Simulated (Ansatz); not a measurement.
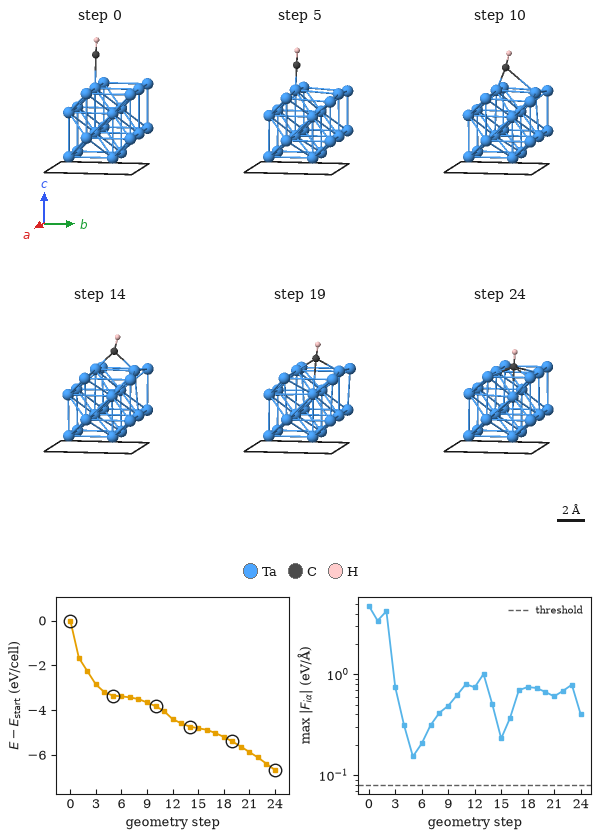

Frames of a constrained relaxation of a slab of composition Ta$_{16}$HC, marked on the history of the run. A ball-and-stick model of the cell of the calculation, outlined in the plane, without the vacuum (origin shifted), seen slightly off an axis.

It is CH on Ta(100), set down by a guess. The run prepares the start of a later molecular dynamics calculation, from a guessed geometry. 4 atoms are held fixed.

Level of theory: DFT PBEsol, scalar-relativistic, plane waves, PAW (Ansatz 0.2.0). (plane-wave cutoff 420 eV; k-point mesh 3 × 3 × 1; occupations fermi dirac; smearing width 0.05 eV; no spin polarisation; atoms relaxed in a fixed cell; force threshold 0.08 eV/Å; at most 25 steps)

> Describe the path.

The relaxation stopped without meeting its thresholds, so the last structure isn't shown to be converged. It used up its limit of 25 steps. The largest move is that of the H atom, 3.16 Å at 45° to the normal (−c side). By element the largest moves are H 3.16 Å, C 3.12 Å, Ta 0.39 Å. The cell stays as it was. Some distances before and after: C–Ta 5.248 → 2.347 Å, C–Ta 4.743 → 2.234 Å, C–Ta 4.101 → 2.263 Å, C–Ta 4.127 → 2.420 Å. New bonds form, among them: C–Ta (4.10 → 2.26 Å), C–Ta (4.13 → 2.42 Å), C–Ta (4.74 → 2.23 Å), C–Ta (5.25 → 2.35 Å). Among the angles between lasting bonds that change: Ta–C–H 177.7° → 109.0°. Over 24 geometry steps the energy falls by 6.670 eV per cell of the calculation. Largest force component: 4.8 eV/Å at the start, 0.4 eV/Å at the end. Cost: 3.9 min on 4 threads of AMD EPYC 7B13 (Zen 3), with other jobs on the host, peak memory 2.1 GiB. From step 0 to 5: C and H atoms move most (0.78 Å), energy −3.348 eV per cell of the calculation. From step 5 to 10: the H atom moves most (0.97 Å), energy −0.471 eV per cell of the calculation. From step 10 to 14: C and H atoms move most (0.74 Å), energy −0.912 eV per cell of the calculation. From step 14 to 19: the H atom moves most (0.85 Å), energy −0.664 eV per cell of the calculation. From step 19 to 24: the C atom moves most (0.95 Å), energy −1.274 eV per cell of the calculation.

Limits of the set-up: the program's low-accuracy preset was used; the periodic images lie only 6.6 Å apart, so the values are limited by the cell's size.
